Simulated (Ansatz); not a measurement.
# C3H9BO: the cost of one run

Method: RKS PBE-D4/def2-SVP; program: Ansatz 0.2.0.

### Step 1. Starting geometry

SMILES `CBCOC`, 14 atoms, charge 0, spin multiplicity 1.

Atoms are counted from 1 here; the program's logs count them from 0.

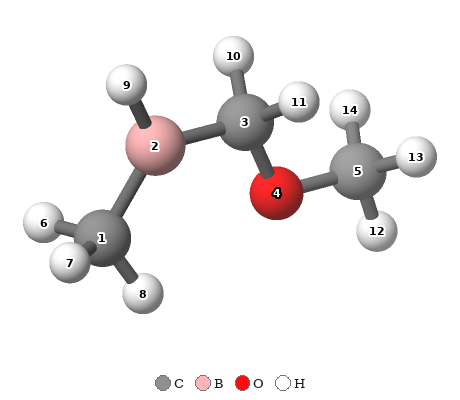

The starting geometry (carbon grey, boron pink, oxygen red, hydrogen white); atoms are numbered from 1 in the order of the file.

As a file:

```xyz
14
charge 0, multiplicity 1
C    -1.73859    0.96437    1.03531
B    -0.32426    1.36349    0.51282
C     0.65212    0.36070   -0.19346
O     0.16291   -0.95870   -0.29055
C     1.06229   -1.84407   -0.90538
H    -2.44947    1.32320    0.24938
H    -2.04390    1.49571    1.95991
H    -1.88917   -0.12812    1.13237
H     0.07439    2.51737    0.60176
H     0.92022    0.78276   -1.20319
H     1.63222    0.40390    0.36329
H     0.59069   -2.84662   -0.93298
H     2.02901   -1.92335   -0.34634
H     1.30843   -1.53974   -1.95426
```

This geometry comes from a loose relaxation at PBE in a small basis, which is not shown.

### Step 3. Setting up the map

The axes are (1) angle C3–O4–C5: 13 values from 68.4 to 158.4 °; (2) change of the bonds O4–C3, O4–C5, all alike: 13 values from −0.155 to 0.239 Å.

Nothing else is relaxed (all other coordinates rigid). Energies count from the relaxed molecule at the same level. Points are written as (first, second).

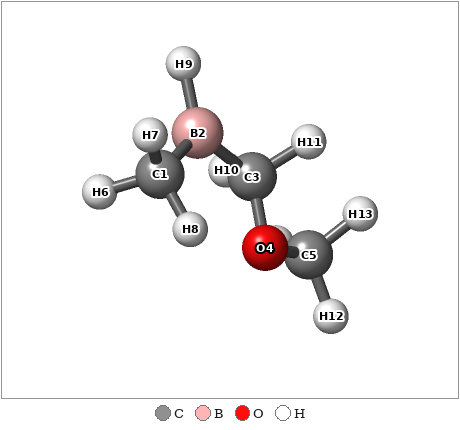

The geometry at (90.9°, −0.155 Å).

(The set-up runs are not shown.)

### Step 4. The run at (113.4°, 0.009 Å)

Contents of input.yaml:

```yaml
crystal:
  periodic: [false, false, false]
  atoms:
    - { symbol: C, position_ang: [-1.72895, 0.971683, 1.041519] }
    - { symbol: B, position_ang: [-0.313907, 1.374743, 0.525283] }
    - { symbol: C, position_ang: [0.656678, 0.37217, -0.188184] }
    - { symbol: O, position_ang: [0.157594, -0.952861, -0.291829] }
    - { symbol: C, position_ang: [1.058538, -1.845148, -0.914908] }
    - { symbol: H, position_ang: [-2.421829, 1.262868, 0.21284] }
    - { symbol: H, position_ang: [-2.076239, 1.540246, 1.926985] }
    - { symbol: H, position_ang: [-1.857294, -0.118551, 1.185809] }
    - { symbol: H, position_ang: [0.087473, 2.526829, 0.617346] }
    - { symbol: H, position_ang: [0.924645, 0.797888, -1.196553] }
    - { symbol: H, position_ang: [1.638045, 0.407675, 0.366886] }
    - { symbol: H, position_ang: [0.583395, -2.845884, -0.946202] }
    - { symbol: H, position_ang: [2.02555, -1.930191, -0.357485] }
    - { symbol: H, position_ang: [1.304556, -1.537754, -1.962747] }
basis:
  gaussian: { orbitals: def2-SVP }
hamiltonian:
  xc: pbe
  dispersion: d4
output:
  forces: true
```

Launch:

```console
$ ansatz run input.yaml --threads 1 --pin off --max-ram 2560MiB --backend cpu --events-out ev --progress --plain --runs-dir out
```

**Question.** How long does this run take on 1 thread of Arm Neoverse V1, shared host, and how much memory does it need?

About 4.1 s, with a peak of 0.14 GiB.
